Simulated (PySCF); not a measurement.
**UCCSD(T)/STO-3G run of BHBr (SMILES [BH]Br)**

Aim: the vertical doublet–quartet gap of BHBr at UCCSD(T)/STO-3G, from 2 runs. The job is set up through a Python script.

The results are computed with PySCF 2.14.0.

19 further runs of the same task are left out: 8 that didn't finish, 11 set aside as unsound or not needed.

### Step 1. The molecule

The species is BHBr (3 atoms), meant as a doublet with charge 0. As SMILES, `[BH]Br`. Geometry: relaxed at PBE0-D4/def2-TZVP.

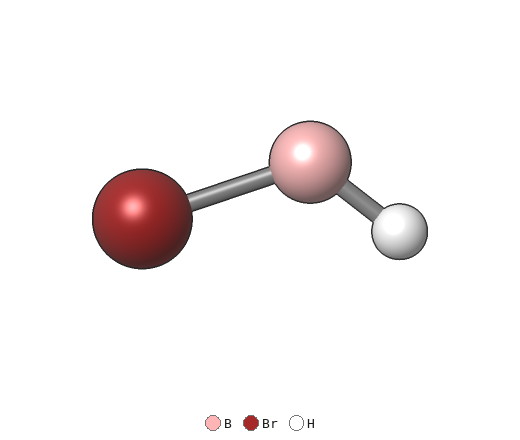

Viewed from a chosen angle; boron pink, bromine red, hydrogen white.

### Step 2. A single-point energy at UCCSD(T)/STO-3G

Input file calc.py:

```python
# [BH]Br
from pyscf import gto, scf, cc

mol = gto.M(
    atom='''
B   -0.094500  -0.523000  -0.115700
Br   1.181000   0.563200   0.709800
H   -1.097400  -0.105000  -0.607300
''',
    basis='sto-3g',
    charge=0,
    spin=1,
    max_memory=1860,
    verbose=4,
)

calc0 = scf.UHF(mol)
calc0.conv_tol = 1e-10
calc0.kernel()
if not calc0.converged:
    calc0 = calc0.newton().run(calc0.mo_coeff, calc0.mo_occ)

mycc = cc.CCSD(calc0, frozen=10)
mycc.kernel()
e_t = mycc.ccsd_t()
etot = mycc.e_tot + e_t
print(f'total energy: {etot:.8f} hartree')
```

Run with:

```console
$ OMP_NUM_THREADS=1 python calc.py
```

Output:

```text
PySCF version 2.14.0

[INPUT] num. atoms = 3
[INPUT] num. electrons = 41
[INPUT] charge = 0
[INPUT] spin (= nelec alpha-beta = 2S) = 1
[INPUT] symmetry False subgroup None
[INPUT] Mole.unit = angstrom
[INPUT] Symbol           X                Y                Z      unit          X                Y                Z       unit  Magmom
[INPUT]  1 B     -0.094500000000  -0.523000000000  -0.115700000000 AA   -0.178579118771  -0.988326763148  -0.218641312612 Bohr   0.0
[INPUT]  2 Br     1.181000000000   0.563200000000   0.709800000000 AA    2.231766553111   1.064293753355   1.341327603216 Bohr   0.0
[INPUT]  3 H     -1.097400000000  -0.105000000000  -0.607300000000 AA   -2.073785449098  -0.198421243079  -1.147630675448 Bohr   0.0

nuclear repulsion = 58.6237283812187
number of shells = 12
number of NR pGTOs = 72
number of NR cGTOs = 24
basis = sto-3g
ecp = {}

******** <class 'pyscf.scf.uhf.UHF'> ********
method = UHF
initial guess = minao
damping factor = 0
level_shift factor = 0
DIIS = <class 'pyscf.scf.diis.CDIIS'>
diis_start_cycle = 1
diis_space = 8
diis_damp = 0
SCF conv_tol = 1e-10
SCF conv_tol_grad = None
SCF max_cycles = 50
direct_scf = True
direct_scf_tol = 1e-13
number electrons alpha = 21  beta = 20
Set gradient conv threshold to 1e-05
init E= -2565.80233703563
[... the frontier-level lines of each cycle are left out ...]

cycle= 1 E= -2569.47374402342  delta_E= -3.67  |g|= 0.248  |ddm|= 1.49
cycle= 2 E= -2569.55140234962  delta_E= -0.0777  |g|= 0.0718  |ddm|= 0.681
cycle= 3 E= -2569.55910049085  delta_E= -0.0077  |g|= 0.032  |ddm|= 0.174
cycle= 4 E= -2569.5614557534  delta_E= -0.00236  |g|= 0.0108  |ddm|= 0.133
cycle= 5 E= -2569.5617387041  delta_E= -0.000283  |g|= 0.00396  |ddm|= 0.0447
cycle= 6 E= -2569.56177459876  delta_E= -3.59e-05  |g|= 0.000827  |ddm|= 0.0184
cycle= 7 E= -2569.56177599174  delta_E= -1.39e-06  |g|= 0.0002  |ddm|= 0.00299
cycle= 8 E= -2569.56177608165  delta_E= -8.99e-08  |g|= 3.14e-05  |ddm|= 0.000897
cycle= 9 E= -2569.56177608398  delta_E= -2.33e-09  |g|= 8.28e-06  |ddm|= 0.000127
cycle= 10 E= -2569.56177608419  delta_E= -2.1e-10  |g|= 2.16e-06  |ddm|= 3.92e-05
cycle= 11 E= -2569.5617760842  delta_E= -1e-11  |g|= 5.39e-07  |ddm|= 1.09e-05
Extra cycle  E= -2569.5617760842  delta_E= 9.09e-13  |g|= 2.97e-07  |ddm|= 1.37e-06
converged SCF energy = -2569.5617760842  <S^2> = 0.75357332  2S+1 = 2.0035701

******** <class 'pyscf.cc.uccsd.UCCSD'> ********
CC2 = 0
CCSD nocc = (np.int64(11), np.int64(10)), nmo = (14, 14)
frozen orbitals 10
max_cycle = 50
direct = 0
conv_tol = 1e-07
conv_tol_normt = 1e-06
diis_space = 6
diis_start_cycle = 0
diis_start_energy_diff = 1e+09
Init t2, MP2 energy = -0.033551890683237
Init E_corr(UCCSD) = -0.0335518906833659
cycle = 1  E_corr(UCCSD) = -0.0401516333164187  dE = -0.00659974263  norm(t1,t2) = 0.0588621
cycle = 2  E_corr(UCCSD) = -0.0436566726300467  dE = -0.00350503931  norm(t1,t2) = 0.0232778
cycle = 3  E_corr(UCCSD) = -0.0457567416741928  dE = -0.00210006904  norm(t1,t2) = 0.0139262
cycle = 4  E_corr(UCCSD) = -0.0461896805278422  dE = -0.000432938854  norm(t1,t2) = 0.00440141
cycle = 5  E_corr(UCCSD) = -0.0461280369376541  dE = 6.16435902e-05  norm(t1,t2) = 0.00232465
cycle = 6  E_corr(UCCSD) = -0.0461682559473658  dE = -4.02190097e-05  norm(t1,t2) = 0.000862026
cycle = 7  E_corr(UCCSD) = -0.0461623012731367  dE = 5.95467423e-06  norm(t1,t2) = 0.000247989
cycle = 8  E_corr(UCCSD) = -0.046167574181619  dE = -5.27290848e-06  norm(t1,t2) = 8.82041e-05
cycle = 9  E_corr(UCCSD) = -0.0461674786987502  dE = 9.54828688e-08  norm(t1,t2) = 3.66325e-05
cycle = 10  E_corr(UCCSD) = -0.0461680302438059  dE = -5.51545056e-07  norm(t1,t2) = 1.50745e-05
cycle = 11  E_corr(UCCSD) = -0.0461676452416978  dE = 3.85002108e-07  norm(t1,t2) = 4.49078e-06
cycle = 12  E_corr(UCCSD) = -0.0461675403956477  dE = 1.0484605e-07  norm(t1,t2) = 1.35799e-06
cycle = 13  E_corr(UCCSD) = -0.0461675357951108  dE = 4.60053697e-09  norm(t1,t2) = 6.58328e-07
UCCSD converged
E(UCCSD) = -2569.607943619997  E_corr = -0.04616753579511077
UCCSD(T) correction = -0.00174916581912569
total energy: -2569.60969279 hartree
```

Wall time 0.82 s (1 thread of Arm Neoverse V1, shared host); peak memory 0.1 GiB.

### Step 3. The quartet, same level

Input file mol.xyz:

```xyz
3

B     -0.094500    -0.523000    -0.115700
Br     1.181000     0.563200     0.709800
H     -1.097400    -0.105000    -0.607300
```

Input file calc.py:

```python
from pyscf import gto, scf, cc

system = gto.Mole()
system.atom = 'mol.xyz'
system.spin = 3
system.max_memory = 1860
system.basis = 'sto-3g'
system.charge = 0
system.verbose = 3
system.build()

mf = scf.UHF(system)
mf.conv_tol = 1e-10
mf.kernel()
if not mf.converged:
    mf = mf.newton().run(mf.mo_coeff, mf.mo_occ)

mycc = cc.CCSD(mf, frozen=10)
mycc.kernel()
e_t = mycc.ccsd_t()
etot = mycc.e_tot + e_t
print(f'total energy: {etot:.8f} hartree')
```

Run with:

```console
$ OMP_NUM_THREADS=1 python calc.py
```

Output:

```text
WARN: HOMO 0.0407023193055075 >= LUMO -0.542124079207462

converged SCF energy = -2569.3613354493  <S^2> = 3.7542989  2S+1 = 4.0021489
E(UCCSD) = -2569.391400159367  E_corr = -0.0300647100625815
UCCSD(T) correction = -0.00035646978856725
total energy: -2569.39175663 hartree
```

Run time: 0.84 s. Hardware: 1 thread of Arm Neoverse V1, shared host; peak memory 0.1 GiB.

### Step 4. Outcome

At UCCSD(T)/STO-3G, 10 core orbitals frozen:

| quantity | value |
| --- | --- |
| doublet: total energy | -2569.60969 Eh |
| doublet: dipole moment (Hartree–Fock density) | 0.93 D |
| doublet: HOMO energy (Hartree–Fock orbitals) (highest over α and β) | -7.23 eV |
| doublet: LUMO energy (Hartree–Fock orbitals) (lowest over α and β) | 5.88 eV |
| doublet: correlation energy (10 core orbitals frozen) | -47.9 mEh |
| doublet: (T) correction | -1.75 mEh |
| doublet: ⟨S²⟩ of the reference determinant | 0.754 |
| doublet: T1 diagnostic | 0.013 |
| quartet: total energy | -2569.39176 Eh |
| quartet: dipole moment (Hartree–Fock density) | 3.86 D |
| quartet: HOMO energy (Hartree–Fock orbitals) (highest over α and β) | -4.09 eV |
| quartet: LUMO energy (Hartree–Fock orbitals) (lowest over α and β) | -0.26 eV |
| quartet: correlation energy (10 core orbitals frozen) | -30.4 mEh |
| quartet: (T) correction | -0.36 mEh |
| quartet: ⟨S²⟩ of the reference determinant | 3.754 |
| quartet: T1 diagnostic | 0.018 |
| vertical energy of the quartet above the doublet | 5.930 eV |

At this shape the quartet lies 5.93 eV (572 kJ/mol) above the doublet. In a minimal basis such a difference can be off by several eV, whatever the method. The triples (doublet) make up 3.7 % of the correlation energy. Mulliken charges (quartet) of the mean-field density run from -0.26 on B1 to +0.37 on Br2. The triples (quartet) make up 1.2 % of the correlation energy.
